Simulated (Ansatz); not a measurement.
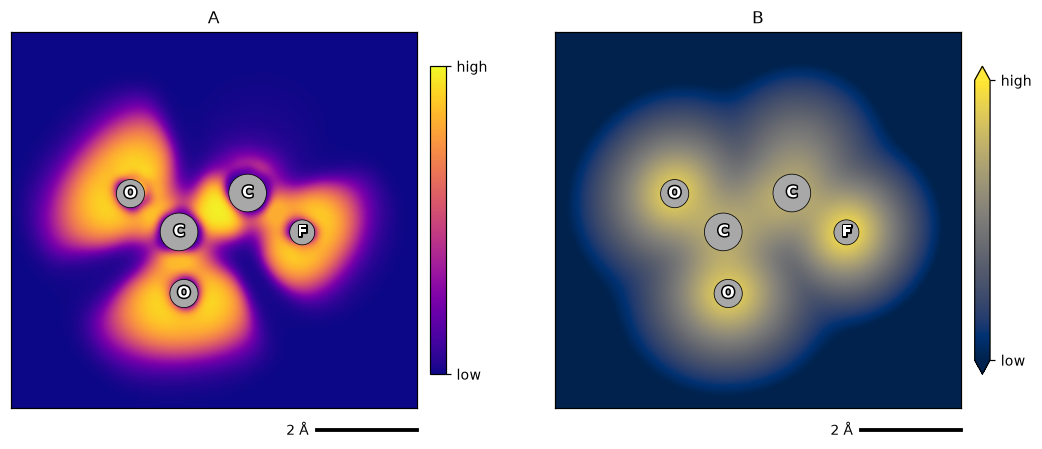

C2F3O2 (charge −1): 2 fields on the plane of atoms O1, C2 and O3, with unlabelled colour scales. Grey discs cover the atomic cores.

Geometry: PBE0-D4/def2-TZVPD.

All numbers below come from RKS PBE0-D4/def2-TZVPPD (Ansatz).

### The panels show electron density and electron localisation function in some order. Assign them.

Panel A: electron localisation function. Panel B: electron density. From the grid: C–O (1.24 Å): the density is about 3.2 e/Å³ at the midpoint; the ELF peaks at about 0.85 between the atoms; a polar covalent bond. C–F (1.35 Å): the density is about 2.3 e/Å³ at the midpoint, with its minimum of 1.9 e/Å³ about 0.5 Å from C; the ELF peaks at about 0.80 between the atoms (a shared but strongly polarised pair).
